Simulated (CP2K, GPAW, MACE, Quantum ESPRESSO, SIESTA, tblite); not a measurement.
# Which site? Si in place of Ge in amorphous Ge at 5.20 g/cm^3 (72 atoms), by several methods

Aim: compare the energies of Si in place of Ge at unlike sites of amorphous Ge at 5.20 g/cm^3 (72 atoms), with plane waves as the reference.

The results are calculated values.

## 1. Set-up

The cell holds 72 atoms (72 Ge), with edges of 11.86, 11.86 and 11.86 Å. Recipe: 72 atoms (72 Ge) placed at random at 5.2 g/cm³, melted at 3500 K for 10 ps at fixed volume with the Tersoff potential (Tersoff, Phys. Rev. B 39, 5566 (1989)). Quenched from 3500 K to 300 K at 20 K/ps and fixed volume, annealed at 800 K for 20 ps, held 5 ps, then minimised at fixed cell. Then the atoms were relaxed with MACE MPA-0 medium in the fixed cell.

## 2. The reference input

Quantum ESPRESSO 7.5: Kohn-Sham DFT, PBE, SSSP efficiency 1.3.0 pseudopotentials, plane waves. Its input, pw.in, for the unchanged cell:

```
&control
  calculation = 'scf'
  pseudo_dir = './pseudo'
  outdir = './tmp'
  disk_io = 'none'
  tprnfor = .true.
  tstress = .true.
/
&system
  ibrav = 0
  nat = 72
  ntyp = 1
  ecutwfc = 45
  ecutrho = 360
  nosym = .true.
  occupations = 'smearing'
  smearing = 'fd'
  degauss = 0.003675
/
&electrons
  conv_thr = 3.6e-07
  electron_maxstep = 100
  mixing_beta = 0.2
  mixing_mode = 'local-TF'
  diagonalization = 'david'
/
ATOMIC_SPECIES
Ge 72.630 Ge.upf
CELL_PARAMETERS angstrom
11.86250 0.00000 0.00000
0.00000 11.86250 0.00000
0.00000 0.00000 11.86250
ATOMIC_POSITIONS crystal
Ge 0.58157 0.18173 0.58678
Ge 0.62103 0.50873 0.76047
Ge 0.48198 0.42382 0.18205
Ge 0.79979 0.45721 0.86826
[... 66 atom lines left out ...]
Ge 0.06852 0.85509 0.59581
Ge 0.63829 0.26647 0.39824
K_POINTS gamma
```

```console
$ OMP_NUM_THREADS=1 mpirun -np 4 pw.x -in pw.in > output.txt
```

The job ended after 4.9 min (4 MPI ranks of Arm Neoverse V2, shared host; peak memory 5.3 GiB; 20 min of CPU time).

It converged with an r.m.s. force component of 0.16 eV/Å and a pressure of 2.6 GPa.

## 3. Levels of theory

The levels share the cells and solve them as single points, though not every level runs every cell. CPU time is summed over a level's finished runs, on a host shared with the other runs, so it is rough; the force column is the median over cells of the r.m.s. difference of force components from the reference.

| level | basis or training data | k-points | runs finished | CPU time | peak memory (GiB) | force difference (meV/Å) |
| --- | --- | --- | --- | --- | --- | --- |
| QE, PBE | plane waves, SSSP efficiency, 45/360 Ry | Γ | 6 of 6 | 1.9 h | 5.3 | reference |
| CP2K double zeta, PBE | DZVP-MOLOPT-SR, GTH-PBE potentials, 350 Ry | Γ | 5 of 5 | 7.8 min | 2.2 | 24 |
| CP2K triple zeta, PBE | TZVP-UZH, GTH-PBE potentials, 350 Ry | Γ | 5 of 5 | 14 min | 4.8 | 26 |
| GPAW dzp, PBE | dzp orbitals, PAW, h 0.18 Å | Γ | 5 of 5 | 21 min | 2.1 | 44 |
| SIESTA DZP, PBE | DZP orbitals, shift 0.01 Ry, mesh 300 Ry | Γ | 5 of 5 | 30 min | 1.5 | 113 |
| CP2K double zeta, LDA | DZVP-MOLOPT-SR, GTH-PADE potentials, 350 Ry | Γ | 5 of 5 | 5.9 min | 2.1 | 97 |
| CP2K double zeta, PBE+D3(BJ) | DZVP-MOLOPT-SR, GTH-PBE potentials, 350 Ry | Γ | 5 of 5 | 7.8 min | 2.2 | 28 |
| tblite GFN1-xTB | tight binding with its own dispersion term | Γ | 5 of 5 | 35 s | 0.15 | 143 |
| MACE MP-0b3 medium | trained on PBE(+U) plane-wave data | - | 6 of 6 | 41 s | 0.82 | 177 |
| MACE MPA-0 medium | trained on PBE(+U) plane-wave data | - | 6 of 6 | 40 s | 0.81 | 163 |

The reference's own r.m.s. force component runs from 162 to 165 meV/Å over these cells. MACE MPA-0 medium relaxed the atoms, so in the cells that it relaxed its own forces are small, and its entry isn't an independent test there.

## 4. The sites

Each changed cell was relaxed with MACE MPA-0 medium before the single points. Neighbours are the site's nearest atoms before the change.

```tsv
site	nearest atoms	their mean distance (Å)	atoms within 6 Å	largest move on relaxing (Å)	longest force left in the reference (eV/Å)
Ge13	Ge4	2.45	38	0.08	0.65
Ge42	Ge5	2.58	39	0.12	0.65
Ge44	Ge4	2.49	36	0.09	0.63
Ge8	Ge4	2.50	38	0.09	0.63
Ge2	Ge6	2.78	38	0.22	0.60
```

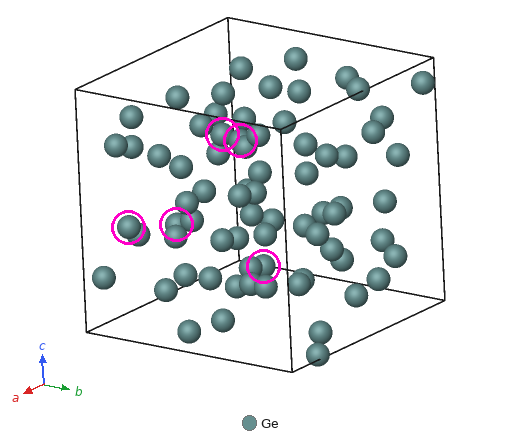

The unchanged cell with the tried sites ringed (germanium teal). Some periodic images of atoms are drawn too.

## 5. Site energies

All changed cells hold the same atoms, so within one level their energies compare with no chemical potential. Energies in eV, less that of Ge13, the reference's cheapest site; the last column is the largest deviation from the reference once each row's mean is taken off.

```tsv
level	Ge13	Ge42	Ge44	Ge8	Ge2	cheapest	largest deviation
QE, PBE	0.00	0.05	0.09	0.14	0.37	Ge13	-
CP2K double zeta, PBE	0.00	0.06	0.09	0.15	0.41	Ge13	0.03
CP2K triple zeta, PBE	0.00	0.05	0.09	0.16	0.40	Ge13	0.02
GPAW dzp, PBE	0.00	0.04	0.10	0.15	0.42	Ge13	0.04
SIESTA DZP, PBE	0.00	0.07	0.14	0.20	0.59	Ge13	0.15
CP2K double zeta, LDA	0.00	0.05	0.06	0.12	0.29	Ge13	0.05
CP2K double zeta, PBE+D3(BJ)	0.00	0.06	0.09	0.15	0.41	Ge13	0.03
tblite GFN1-xTB	0.00	-0.31	0.02	0.01	-0.20	Ge42	0.34
MACE MP-0b3 medium	0.00	0.12	0.08	0.07	0.13	Ge13	0.18
MACE MPA-0 medium	0.00	0.11	0.09	0.11	0.31	Ge13	0.07
```

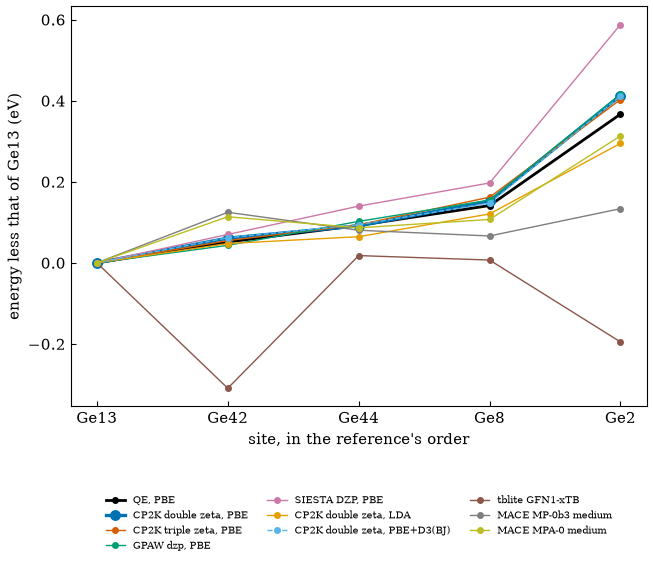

Site energies by level.

## 6. Outcome

In the reference the cheapest site is Ge13 (Ge4) and the dearest Ge2 (Ge6), 0.37 eV higher. 8 of the 9 other levels pick the same cheapest site; tblite GFN1-xTB picks Ge42. The two cheapest sites lie only 0.051 eV apart in the reference, so their order is fragile.

CP2K triple zeta, PBE follows the reference most closely (0.02 eV at worst) and tblite GFN1-xTB least (0.34 eV). The other programs at PBE deviate by 0.15 eV at most, the learned potentials by 0.07 to 0.18 eV.

**Limits.** The geometries are those of MACE MPA-0 medium; forces of up to 0.65 eV/Å remain in the reference, so relaxing in DFT would lower the energies, by amounts that can differ from site to site and can change the order. For MACE MPA-0 medium alone these are relaxed energies. Defects interact with their periodic images. Only 5 of the 72 Ge sites are compared. Learned potentials don't solve for electrons, so the charge or spin state of a defect can't be set in them. The quench rate of 20 K/ps is many orders above laboratory rates, so the cell is likely richer in defects and strain than a real sample. The reference samples only Γ, in a cell whose shortest periodic width is 12 Å. The reference isn't exact: its cutoffs and mesh weren't converged further here. SIESTA's automatically made basis is far from complete, and its potentials were converted by us (checked for H, C, O, Si, Ge and Ca alone). Spin–orbit coupling is left out. Where levels are smeared, the DFT runs use Fermi–Dirac occupations at 580 K (0.05 eV), and energies are free energies.

[Logs are printed without paths, hosts, clocks, repeated set-up lines and the standing remarks that a program may print on its own settings, such as how far it seeks lower states.]

[Hosts, paths, dates, database ids (printed as entryN), source tags and the programs' standing remarks are cut or masked in the printed files.]
